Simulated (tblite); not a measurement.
# Run report: C6H6B, geometry relaxation (part 2 of 2)

Continued. System: C6H6B, multiplicity 2. Method: GFN2-xTB geometry optimisation, gas phase (tblite 0.8.0). It belongs to a series of runs on one base structure; here: H removed from B.

Geometry of the input (Å):
```
B  2.6928  0.2138  -0.0078
C  1.1177  0.2365  -0.0768
C  0.3672  1.2731  -0.4615
C  -1.0756  0.8505  -0.3711
C  -0.9906  -0.1334  0.7936
C  0.2059  -0.9038  0.2871
C  -0.9721  -0.6421  -0.6172
H  3.2605  -0.7489  0.3561
H  0.7253  2.2459  -0.7817
H  -2.0167  1.4142  -0.5138
H  -1.8826  -0.6118  1.2544
H  0.4239  -1.8724  0.7929
H  -1.8600  -1.3210  -0.6720
```

**Trajectory as extended XYZ, continued**
```
13
Properties=species:S:1:pos:R:3:forces:R:3 step=23 energy=-461.25793
B     2.5154   -0.0961    0.0940    0.0260  -0.1070   0.0420
C     1.1314    0.1880   -0.0418    0.0910   0.0600  -0.0180
C     0.3273    1.2491   -0.4618    0.0300   0.0210   0.0920
C    -1.0641    0.7989   -0.3151   -0.0150  -0.0820  -0.0890
C    -1.1551   -0.1977    0.8264   -0.0130  -0.0260  -0.0100
C     0.0989   -0.8644    0.3278   -0.0330  -0.0140  -0.0690
C    -1.1194   -0.7050   -0.5438    0.0500   0.0430  -0.0680
H     3.5689   -0.5126    0.2682    0.0350   0.0920  -0.0310
H     0.6464    2.2164   -0.7891   -0.0160   0.0170  -0.0290
H    -1.9021    1.4290   -0.5768    0.0140   0.0060   0.0210
H    -1.7832   -0.3184    1.6813   -0.0480  -0.0110   0.0330
H     0.4188   -1.8315    0.6882   -0.0680  -0.0020   0.0190
H    -1.6875   -1.3551   -1.1754   -0.0520   0.0040   0.1070
13
Properties=species:S:1:pos:R:3:forces:R:3 step=25 energy=-461.26224
B     2.5187   -0.0968    0.0849    0.0930  -0.1190   0.0600
C     1.1319    0.1731   -0.0391    0.0060   0.0770  -0.0100
C     0.3321    1.2390   -0.4570    0.0420   0.0340   0.0570
C    -1.0625    0.7953   -0.3210    0.0130   0.0210   0.0640
C    -1.1608   -0.1989    0.8283   -0.0180   0.0030  -0.0450
C     0.0913   -0.8721    0.3260    0.0060   0.0220   0.0430
C    -1.1215   -0.7020   -0.5450   -0.0310  -0.0490  -0.0360
H     3.5877   -0.4728    0.2604    0.0110   0.0840  -0.0340
H     0.6603    2.2029   -0.7825   -0.0200   0.0570  -0.0380
H    -1.8953    1.4353   -0.5766    0.0200  -0.0170  -0.0020
H    -1.7975   -0.3174    1.6820    0.0470  -0.0020  -0.0840
H     0.4059   -1.8372    0.6934   -0.0660  -0.0460  -0.0010
H    -1.6946   -1.3480   -1.1713   -0.1020  -0.0660   0.0280
13
Properties=species:S:1:pos:R:3:forces:R:3 step=26 energy=-461.26475
B     2.5218   -0.1010    0.0820    0.0400  -0.0760   0.0480
C     1.1338    0.1671   -0.0378   -0.0390   0.0290   0.0210
C     0.3355    1.2353   -0.4521    0.0300   0.0400   0.0240
C    -1.0612    0.7933   -0.3234    0.0330   0.0870   0.1150
C    -1.1642   -0.1999    0.8277    0.0010   0.0170  -0.0620
C     0.0873   -0.8754    0.3253    0.0400   0.0210   0.0800
C    -1.1229   -0.7012   -0.5470   -0.0450  -0.0720  -0.0010
H     3.5990   -0.4493    0.2553    0.0390   0.0550  -0.0260
H     0.6666    2.1974   -0.7803   -0.0230   0.0600  -0.0350
H    -1.8911    1.4383   -0.5766    0.0230  -0.0260  -0.0140
H    -1.8043   -0.3170    1.6805    0.0760   0.0000  -0.1190
H     0.3970   -1.8412    0.6961   -0.0590  -0.0420  -0.0170
H    -1.7016   -1.3460   -1.1673   -0.1150  -0.0930  -0.0150
13
Properties=species:S:1:pos:R:3:forces:R:3 step=27 energy=-461.26795
B     2.5253   -0.1096    0.0788    0.0570  -0.0280   0.0390
C     1.1360    0.1580   -0.0350   -0.0990  -0.0400   0.0630
C     0.3409    1.2300   -0.4451    0.0120   0.0530  -0.0170
C    -1.0589    0.7922   -0.3241    0.0570   0.1090   0.1350
C    -1.1700   -0.2009    0.8261    0.0350   0.0250  -0.0590
C     0.0813   -0.8801    0.3263    0.0480   0.0190   0.0780
C    -1.1269   -0.7016   -0.5491   -0.0430  -0.0720   0.0200
H     3.6181   -0.4127    0.2469   -0.0070   0.0350  -0.0250
H     0.6753    2.1901   -0.7776   -0.0260   0.0450  -0.0250
H    -1.8840    1.4427   -0.5774    0.0140  -0.0230  -0.0220
H    -1.8124   -0.3151    1.6784    0.0920   0.0000  -0.1370
H     0.3835   -1.8476    0.6991   -0.0470  -0.0400  -0.0240
H    -1.7126   -1.3448   -1.1649   -0.0930  -0.0830  -0.0250
13
Properties=species:S:1:pos:R:3:forces:R:3 step=28 energy=-461.27087
B     2.5312   -0.1155    0.0753   -0.0930   0.0400   0.0170
C     1.1379    0.1488   -0.0313   -0.0680  -0.0760   0.0870
C     0.3467    1.2260   -0.4382    0.0120   0.0230  -0.0370
C    -1.0555    0.7926   -0.3226    0.0540   0.1050   0.0840
C    -1.1734   -0.2009    0.8227    0.0620   0.0230  -0.0380
C     0.0765   -0.8843    0.3282    0.0550  -0.0170   0.0450
C    -1.1300   -0.7025   -0.5517   -0.0120  -0.0280   0.0380
H     3.6333   -0.3779    0.2389    0.0310   0.0010  -0.0140
H     0.6842    2.1839   -0.7753   -0.0250   0.0310  -0.0180
H    -1.8776    1.4462   -0.5778    0.0190  -0.0180  -0.0220
H    -1.8196   -0.3159    1.6693    0.0550   0.0020  -0.0680
H     0.3689   -1.8550    0.7026   -0.0280  -0.0160  -0.0320
H    -1.7273   -1.3450   -1.1577   -0.0620  -0.0700  -0.0430
13
Properties=species:S:1:pos:R:3:forces:R:3 step=29 energy=-461.27220
B     2.5323   -0.1185    0.0735   -0.0230   0.0430   0.0250
C     1.1376    0.1421   -0.0278   -0.0540  -0.0570   0.0730
C     0.3502    1.2229   -0.4356    0.0140   0.0170  -0.0330
C    -1.0530    0.7943   -0.3198    0.0430   0.0350   0.0240
C    -1.1752   -0.2005    0.8209    0.0570   0.0110  -0.0040
C     0.0739   -0.8871    0.3305    0.0130  -0.0200  -0.0050
C    -1.1330   -0.7037   -0.5519    0.0050   0.0040   0.0140
H     3.6432   -0.3574    0.2339   -0.0490   0.0050  -0.0220
H     0.6890    2.1804   -0.7739   -0.0190   0.0120  -0.0120
H    -1.8733    1.4481   -0.5788    0.0130  -0.0040  -0.0140
H    -1.8222   -0.3149    1.6652    0.0280   0.0010  -0.0230
H     0.3609   -1.8594    0.7036   -0.0140  -0.0250  -0.0190
H    -1.7347   -1.3458   -1.1576   -0.0150  -0.0220  -0.0040
13
Properties=species:S:1:pos:R:3:forces:R:3 step=31 energy=-461.27305
B     2.5312   -0.1149    0.0740   -0.0260   0.0230   0.0310
C     1.1358    0.1408   -0.0248    0.0060   0.0050   0.0190
C     0.3514    1.2235   -0.4368    0.0100  -0.0070  -0.0060
C    -1.0509    0.7964   -0.3179    0.0060  -0.0200  -0.0250
C    -1.1720   -0.1995    0.8201    0.0130   0.0020   0.0130
C     0.0749   -0.8881    0.3309   -0.0180  -0.0250  -0.0200
C    -1.1325   -0.7040   -0.5519    0.0090   0.0230  -0.0080
H     3.6403   -0.3582    0.2335   -0.0210   0.0070  -0.0190
H     0.6887    2.1817   -0.7747   -0.0060  -0.0010  -0.0090
H    -1.8731    1.4472   -0.5789    0.0210   0.0040  -0.0040
H    -1.8206   -0.3160    1.6613    0.0020   0.0020   0.0250
H     0.3594   -1.8612    0.7033   -0.0040  -0.0220  -0.0150
H    -1.7369   -1.3472   -1.1558    0.0100   0.0080   0.0180
13
Properties=species:S:1:pos:R:3:forces:R:3 step=32 energy=-461.27329
B     2.5300   -0.1133    0.0747    0.0300   0.0060   0.0390
C     1.1351    0.1401   -0.0234    0.0010   0.0150  -0.0030
C     0.3520    1.2233   -0.4372    0.0000  -0.0080   0.0010
C    -1.0502    0.7963   -0.3184   -0.0030  -0.0180  -0.0130
C    -1.1711   -0.1994    0.8206   -0.0070   0.0010   0.0060
C     0.0745   -0.8894    0.3303   -0.0150  -0.0090  -0.0040
C    -1.1323   -0.7034   -0.5521   -0.0020   0.0080  -0.0070
H     3.6399   -0.3573    0.2326   -0.0380   0.0130  -0.0210
H     0.6887    2.1817   -0.7750   -0.0010  -0.0050  -0.0060
H    -1.8723    1.4473   -0.5791    0.0200   0.0040  -0.0040
H    -1.8204   -0.3159    1.6617    0.0100   0.0030   0.0130
H     0.3586   -1.8625    0.7029   -0.0030  -0.0200  -0.0180
H    -1.7370   -1.3471   -1.1553    0.0080   0.0100   0.0170
13
Properties=species:S:1:pos:R:3:forces:R:3 step=33 energy=-461.27346
B     2.5295   -0.1124    0.0760    0.0490   0.0010   0.0410
C     1.1347    0.1391   -0.0220   -0.0010   0.0130  -0.0160
C     0.3528    1.2227   -0.4371   -0.0060  -0.0100   0.0030
C    -1.0493    0.7960   -0.3190   -0.0080  -0.0070  -0.0020
C    -1.1707   -0.1993    0.8208   -0.0200  -0.0010   0.0020
C     0.0737   -0.8908    0.3298   -0.0030   0.0030   0.0090
C    -1.1324   -0.7029   -0.5524   -0.0090  -0.0070  -0.0020
H     3.6403   -0.3540    0.2310   -0.0360   0.0120  -0.0190
H     0.6893    2.1812   -0.7752    0.0020  -0.0090  -0.0030
H    -1.8708    1.4477   -0.5794    0.0150   0.0060  -0.0060
H    -1.8205   -0.3156    1.6619    0.0160   0.0050   0.0030
H     0.3568   -1.8644    0.7025   -0.0030  -0.0140  -0.0210
H    -1.7378   -1.3469   -1.1544    0.0040   0.0090   0.0100
13
Properties=species:S:1:pos:R:3:forces:R:3 step=34 energy=-461.27365
B     2.5293   -0.1118    0.0781    0.0470   0.0030   0.0380
C     1.1344    0.1375   -0.0203   -0.0030   0.0010  -0.0240
C     0.3539    1.2215   -0.4368   -0.0090  -0.0080   0.0040
C    -1.0482    0.7955   -0.3196   -0.0110   0.0050   0.0070
C    -1.1709   -0.1993    0.8209   -0.0230  -0.0050  -0.0040
C     0.0724   -0.8925    0.3295    0.0110   0.0140   0.0170
C    -1.1330   -0.7024   -0.5528   -0.0110  -0.0190   0.0060
H     3.6413   -0.3481    0.2283   -0.0220   0.0070  -0.0150
H     0.6902    2.1800   -0.7754    0.0060  -0.0130   0.0000
H    -1.8682    1.4485   -0.5801    0.0030   0.0100  -0.0080
H    -1.8206   -0.3149    1.6624    0.0160   0.0050  -0.0030
H     0.3543   -1.8670    0.7014   -0.0030  -0.0050  -0.0210
H    -1.7391   -1.3465   -1.1535   -0.0010   0.0060   0.0020
13
Properties=species:S:1:pos:R:3:forces:R:3 step=36 energy=-461.27401
B     2.5299   -0.1107    0.0840   -0.0030   0.0200   0.0220
C     1.1339    0.1328   -0.0181    0.0050  -0.0180  -0.0190
C     0.3558    1.2177   -0.4361   -0.0050   0.0010   0.0040
C    -1.0469    0.7946   -0.3197   -0.0080   0.0120   0.0080
C    -1.1731   -0.1995    0.8212   -0.0030  -0.0090  -0.0060
C     0.0693   -0.8952    0.3305    0.0190   0.0120   0.0050
C    -1.1355   -0.7026   -0.5523   -0.0010  -0.0160   0.0110
H     3.6445   -0.3337    0.2216    0.0200  -0.0090  -0.0040
H     0.6930    2.1757   -0.7751    0.0110  -0.0130   0.0010
H    -1.8627    1.4513   -0.5823   -0.0200   0.0110  -0.0050
H    -1.8204   -0.3122    1.6645    0.0030   0.0030  -0.0020
H     0.3492   -1.8723    0.6978   -0.0050   0.0090  -0.0090
H    -1.7415   -1.3453   -1.1538   -0.0120  -0.0030  -0.0060
13
Properties=species:S:1:pos:R:3:forces:R:3 step=37 energy=-461.27411
B     2.5302   -0.1098    0.0864   -0.0170   0.0220   0.0160
C     1.1339    0.1311   -0.0181    0.0070  -0.0140  -0.0110
C     0.3561    1.2164   -0.4359   -0.0030   0.0040   0.0030
C    -1.0469    0.7946   -0.3194   -0.0060   0.0070   0.0040
C    -1.1740   -0.1998    0.8212    0.0080  -0.0050  -0.0020
C     0.0688   -0.8957    0.3310    0.0090   0.0030  -0.0060
C    -1.1364   -0.7030   -0.5517    0.0020  -0.0040   0.0040
H     3.6456   -0.3299    0.2195    0.0290  -0.0130  -0.0010
H     0.6942    2.1740   -0.7749    0.0110  -0.0090  -0.0010
H    -1.8616    1.4524   -0.5831   -0.0190   0.0050  -0.0010
H    -1.8200   -0.3112    1.6655   -0.0030   0.0000   0.0010
H     0.3478   -1.8737    0.6964   -0.0040   0.0090  -0.0010
H    -1.7419   -1.3449   -1.1545   -0.0130  -0.0050  -0.0050
13
Properties=species:S:1:pos:R:3:forces:R:3 step=38 energy=-461.27419
B     2.5304   -0.1086    0.0885   -0.0180   0.0190   0.0130
C     1.1339    0.1302   -0.0186    0.0050  -0.0050  -0.0040
C     0.3561    1.2158   -0.4359   -0.0020   0.0050   0.0000
C    -1.0472    0.7946   -0.3193   -0.0030   0.0000   0.0010
C    -1.1743   -0.2000    0.8212    0.0130   0.0010   0.0000
C     0.0688   -0.8957    0.3311   -0.0040  -0.0040  -0.0130
C    -1.1368   -0.7034   -0.5513    0.0010   0.0060  -0.0030
H     3.6460   -0.3290    0.2184    0.0290  -0.0120  -0.0010
H     0.6949    2.1730   -0.7749    0.0100  -0.0050  -0.0020
H    -1.8615    1.4531   -0.5836   -0.0130  -0.0030   0.0040
H    -1.8196   -0.3106    1.6660   -0.0060  -0.0020   0.0030
H     0.3473   -1.8742    0.6954   -0.0010   0.0060   0.0050
H    -1.7422   -1.3447   -1.1549   -0.0110  -0.0060  -0.0020
13
Properties=species:S:1:pos:R:3:forces:R:3 step=39 energy=-461.27426
B     2.5304   -0.1068    0.0909   -0.0080   0.0110   0.0110
C     1.1339    0.1300   -0.0194    0.0020   0.0050   0.0020
C     0.3558    1.2158   -0.4359   -0.0010   0.0030  -0.0040
C    -1.0476    0.7948   -0.3192   -0.0010  -0.0050   0.0000
C    -1.1741   -0.2003    0.8212    0.0110   0.0070   0.0020
C     0.0692   -0.8956    0.3308   -0.0140  -0.0080  -0.0160
C    -1.1368   -0.7037   -0.5512   -0.0030   0.0130  -0.0090
H     3.6461   -0.3300    0.2178    0.0220  -0.0090  -0.0020
H     0.6954    2.1725   -0.7752    0.0080  -0.0010  -0.0030
H    -1.8622    1.4534   -0.5838   -0.0040  -0.0120   0.0080
H    -1.8191   -0.3105    1.6663   -0.0050  -0.0030   0.0030
H     0.3471   -1.8743    0.6946    0.0030   0.0030   0.0080
H    -1.7426   -1.3448   -1.1548   -0.0080  -0.0050   0.0000
13
Properties=species:S:1:pos:R:3:forces:R:3 step=41 energy=-461.27438
B     2.5304   -0.1032    0.0965    0.0150  -0.0040   0.0080
C     1.1341    0.1311   -0.0207   -0.0030   0.0100   0.0070
C     0.3551    1.2168   -0.4361    0.0010  -0.0040  -0.0090
C    -1.0482    0.7950   -0.3194    0.0030  -0.0030  -0.0010
C    -1.1726   -0.2002    0.8211   -0.0050   0.0070   0.0000
C     0.0700   -0.8955    0.3291   -0.0130  -0.0030  -0.0060
C    -1.1365   -0.7034   -0.5518   -0.0120   0.0090  -0.0070
H     3.6459   -0.3348    0.2171    0.0000   0.0010  -0.0030
H     0.6956    2.1727   -0.7766    0.0020   0.0020  -0.0020
H    -1.8639    1.4530   -0.5835    0.0050  -0.0150   0.0120
H    -1.8180   -0.3114    1.6661    0.0010  -0.0030  -0.0020
H     0.3476   -1.8740    0.6934    0.0070   0.0020   0.0050
H    -1.7440   -1.3455   -1.1529   -0.0020   0.0010   0.0000
13
Properties=species:S:1:pos:R:3:forces:R:3 step=42 energy=-461.27441
B     2.5304   -0.1025    0.0983    0.0120  -0.0050   0.0050
C     1.1341    0.1316   -0.0207   -0.0010   0.0040   0.0060
C     0.3550    1.2171   -0.4363    0.0040  -0.0050  -0.0090
C    -1.0482    0.7950   -0.3195    0.0040   0.0000  -0.0010
C    -1.1722   -0.2001    0.8210   -0.0080   0.0020  -0.0020
C     0.0700   -0.8956    0.3284   -0.0040   0.0020   0.0000
C    -1.1366   -0.7031   -0.5521   -0.0090   0.0010  -0.0020
H     3.6460   -0.3361    0.2168   -0.0050   0.0020  -0.0030
H     0.6956    2.1730   -0.7771    0.0000   0.0020  -0.0010
H    -1.8641    1.4525   -0.5832    0.0010  -0.0090   0.0090
H    -1.8177   -0.3118    1.6659    0.0020  -0.0020  -0.0030
H     0.3479   -1.8739    0.6931    0.0060   0.0040   0.0020
H    -1.7446   -1.3458   -1.1522   -0.0010   0.0040  -0.0020
13
Properties=species:S:1:pos:R:3:forces:R:3 step=43 energy=-461.27443
B     2.5306   -0.1023    0.0992    0.0050  -0.0030   0.0040
C     1.1342    0.1318   -0.0205    0.0010  -0.0020   0.0040
C     0.3551    1.2171   -0.4366    0.0040  -0.0040  -0.0070
C    -1.0481    0.7950   -0.3195    0.0030   0.0020  -0.0020
C    -1.1722   -0.1999    0.8210   -0.0060  -0.0020  -0.0020
C     0.0697   -0.8956    0.3281    0.0020   0.0030   0.0030
C    -1.1369   -0.7029   -0.5523   -0.0030  -0.0030   0.0020
H     3.6462   -0.3362    0.2165   -0.0040   0.0020  -0.0020
H     0.6956    2.1730   -0.7773    0.0000   0.0010  -0.0010
H    -1.8641    1.4522   -0.5829   -0.0040  -0.0030   0.0070
H    -1.8176   -0.3119    1.6658    0.0010  -0.0010  -0.0020
H     0.3481   -1.8738    0.6929    0.0030   0.0040   0.0000
H    -1.7449   -1.3459   -1.1521   -0.0010   0.0050  -0.0030
```

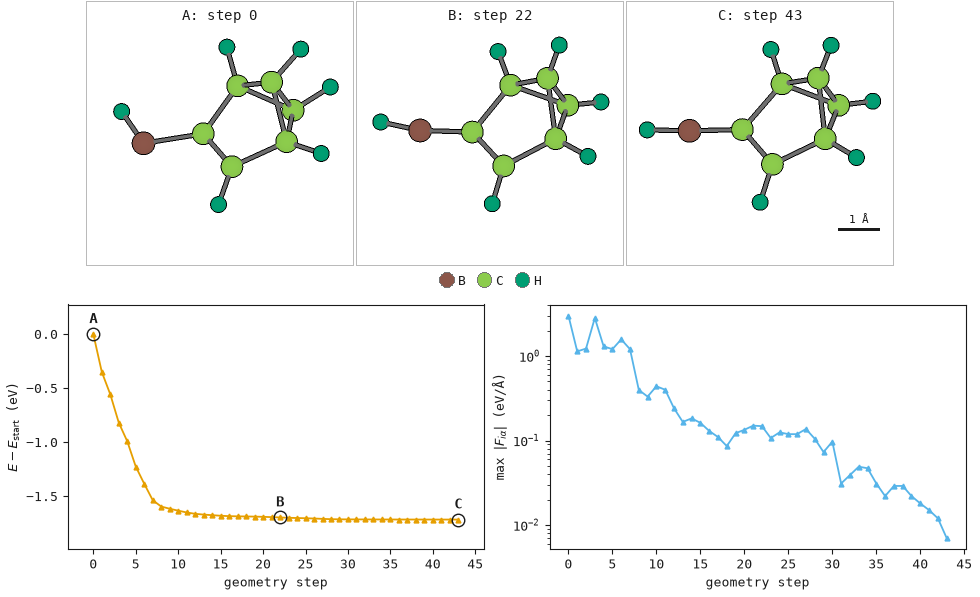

Fig. 1: Frames of the relaxation (ball-and-stick view, seen at a tilt) above the curves, on which the letters mark them (steps are counted from 0).

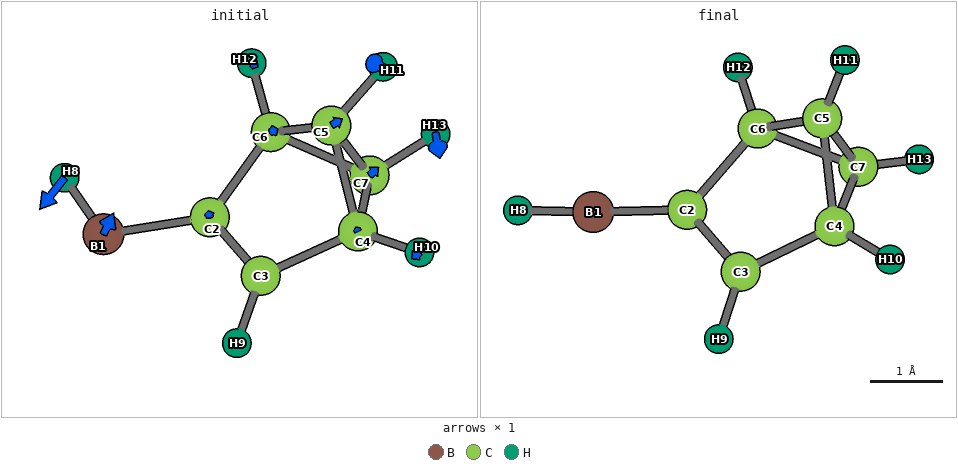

Fig. 2: Before (left) and after (right) the relaxation, at one scale (ball-and-stick view, seen at a tilt). The blue arrows give the displacements, at true length. Over 43 geometry steps the energy falls by 1.715 eV. Largest force component: 3 eV/Å at the start, 0.007 eV/Å at the end. H8 moves most after the best rigid fit: 0.59 Å. By element the largest moves are H 0.59 Å, B 0.36 Å, C 0.20 Å. Distances before and after: B1–C2 1.577 → 1.421 Å, C2–C3 1.336 → 1.399 Å, C7–H13 1.119 → 1.069 Å, C5–H11 1.112 → 1.069 Å. Among the angles that change: C2–B1–H8 120.5° → 177.5°, C5–C7–H13 104.0° → 136.0°, C7–C5–H11 104.7° → 136.1°. (Atoms are counted from 1 in the order of the input.)
